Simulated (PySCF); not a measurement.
**C3H10NSi2 (doublet): density, localisation and related maps**

The calculation's input:

```
{"job": {"kind": "epr", "basis": "pcH-1"}, "charge": 0, "multiplicity": 2}
N      2.333852     0.016721    -0.634460
Si     1.157504     0.063818     0.637164
C     -0.093268    -1.347776     0.307903
C     -1.235404    -0.846476    -0.576637
C     -1.657612     0.548876    -0.284673
Si    -0.525999     1.656916     0.666496
H      2.013091    -0.036558    -1.588389
H      3.114903     0.650090    -0.581815
H      1.960112    -0.202788     1.836536
H     -0.503687    -1.657047     1.269709
H      0.361679    -2.230576    -0.138769
H     -0.925396    -0.906542    -1.631833
H     -2.102232    -1.516525    -0.495292
H     -2.520213     0.895351    -0.837351
H     -1.022654     1.950740     2.023654
H     -0.362273     2.970721     0.016347
```

Command:

```sh
OMP_NUM_THREADS=1 python probes_run.py task.json out
```

Geometry: GFN2-xTB.

Method: PySCF 2.14.0, density-fitted response routines, UKS B3LYP, pcH-1 on C H N Si, non-relativistic, mean-field spin-orbit, GIAO.

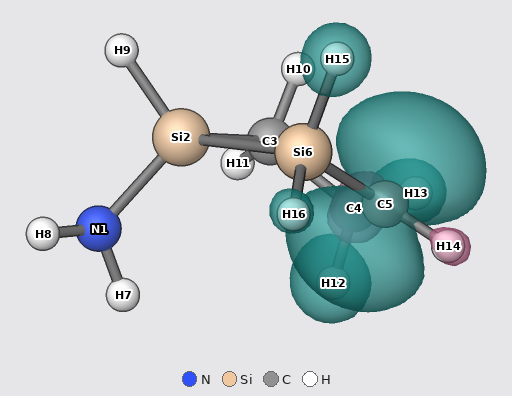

Figure 1. Isosurfaces of the spin density at +0.02 (teal) and −0.02 e/Å³ (pink), seen from one side.

### Describe the spin distribution.

The unpaired spin (1 electron) lies mostly on C5 (about 0.7) and Si6 (about 0.1), in electrons by Hirshfeld's partition.

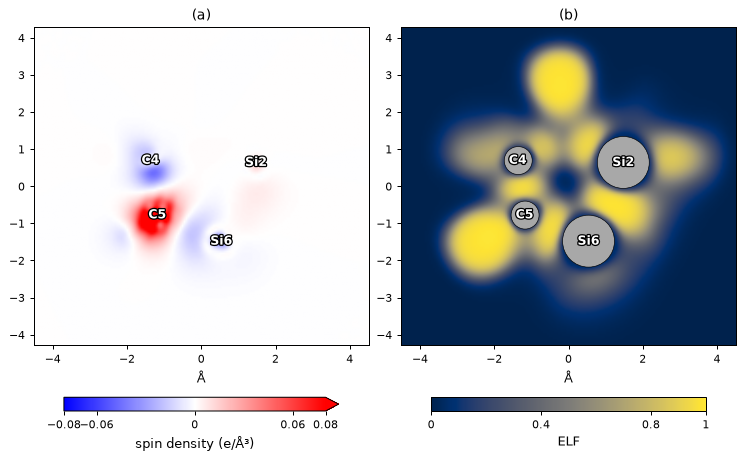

Figure 2. (a) spin density; (b) ELF on the plane of atoms Si2, Si6 and C5. Grey discs cover the atomic cores in the ELF map.

### Describe what can be read from this map.

- The plane passes through Si and C nuclei.
- C–C (1.49 Å): the ELF peaks at about 0.95 between the atoms; localised, covalent bonding.
- C–Si (1.85 Å): the ELF peaks at about 0.95 between the atoms: a shared electron pair.
- Si–Si (2.32 Å): the ELF peaks at about 1 between the atoms (localised, covalent bonding).

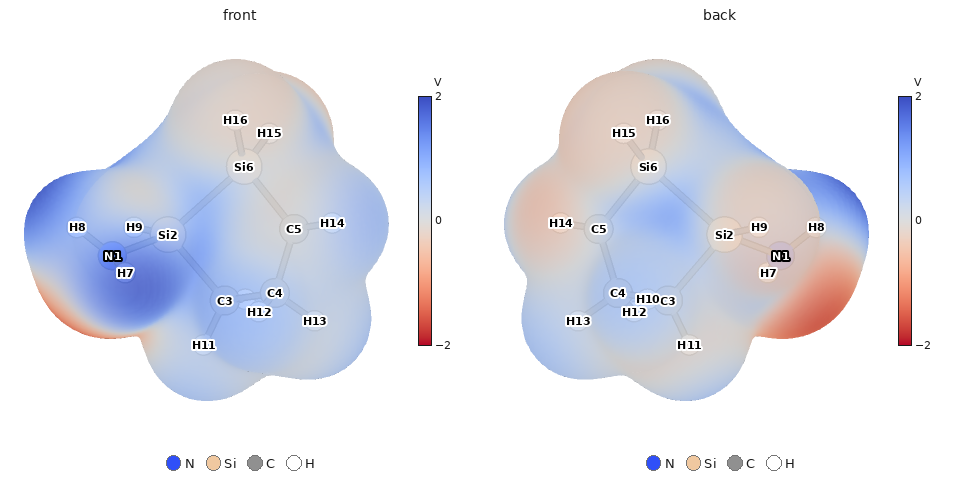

Figure 3. The molecular electrostatic potential painted on the density surface at 0.002 e/bohr³, seen from the front and from behind; the colour scale runs from red (negative) to blue (positive).

### Describe the electrostatic potential map.

The most negative region (about −1.5 V) lies over N1, the most positive (about +1.7 V) over H7 and H8. N1 is the likeliest acceptor of a hydrogen bond.
